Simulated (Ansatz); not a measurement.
**C₄N₄Si: small, medium and large basis sets**

Aim: see how fast density functionals converge with the basis set for C₄N₄Si.

Program: Ansatz 0.2.0, Gaussian basis. Level of theory: one geometry, several basis sets. These are calculated values, not measurements.

Plan: PBE0-D4/def2-SVP; ωB97M-V/def2-SVP; PBE0-D4/def2-QZVPP; ωB97M-V/def2-QZVPP; the functionals' def2-TZVPP values are taken from earlier runs.

## Step 1: The geometry

All runs share one geometry, relaxed beforehand with PBE0-D4 in a triple-zeta def2 set.

9 atoms, charge 0, spin multiplicity 1.

Atoms are counted from 1 here; the program's logs count them from 0.

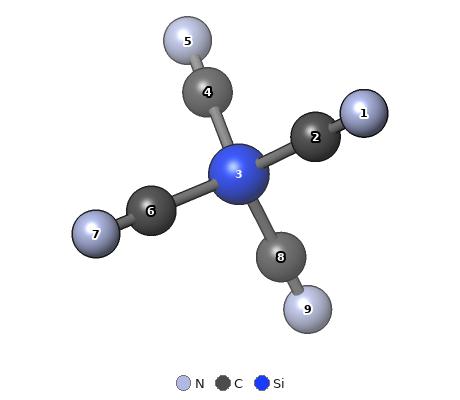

The structure; nitrogen light blue, carbon dark grey, silicon blue; atoms are numbered from 1 in the order of the file.

## Step 2: PBE0-D4 in def2-SVP

Input file in.yaml:

```yaml
crystal:
  periodic: [false, false, false]
  atoms:
    - {symbol: N, position_ang: [2.205055, -1.940927, -0.461989]}
    - {symbol: C, position_ang: [1.351834, -1.189527, -0.283489]}
    - {symbol: Si, position_ang: [0.000271, -0.000639, -0.000180]}
    - {symbol: C, position_ang: [-1.095090, 0.032074, -1.456045]}
    - {symbol: N, position_ang: [-1.785963, 0.054963, -2.376165]}
    - {symbol: C, position_ang: [0.698512, 1.660441, 0.271281]}
    - {symbol: N, position_ang: [1.136257, 2.710822, 0.443129]}
    - {symbol: C, position_ang: [-0.954407, -0.504987, 1.467690]}
    - {symbol: N, position_ang: [-1.556470, -0.822230, 2.395767]}
basis:
  gaussian: {orbitals: def2-SVP}
hamiltonian: {xc: pbe0, dispersion: d4}
output: {orbitals: {seedname: orbitals}}
```

The run is started by

```console
> ansatz run in.yaml --threads 2 --pin off --events-out ev --progress --plain --max-ram 32768MiB --backend cpu
```

The runs that follow: ωB97M-V in def2-SVP; PBE0-D4 in def2-QZVPP; ωB97M-V in def2-QZVPP.

**Question.** What will the summary of the whole plan be? Wanted: PBE0-D4: double and triple zeta above quadruple; ωB97M-V: double and triple zeta above quadruple.

**Answer**, as computed:

| quantity | value |
| --- | --- |
| PBE0-D4: double and triple zeta above quadruple | 15.15, 0.76 eV |
| ωB97M-V: double and triple zeta above quadruple | 15.42, 0.69 eV |

**Reading.** PBE0-D4 gains 14.38 eV from double to triple zeta, then 0.76 eV more. Total energies overstate the basis error of differences, where much of it tends to cancel.
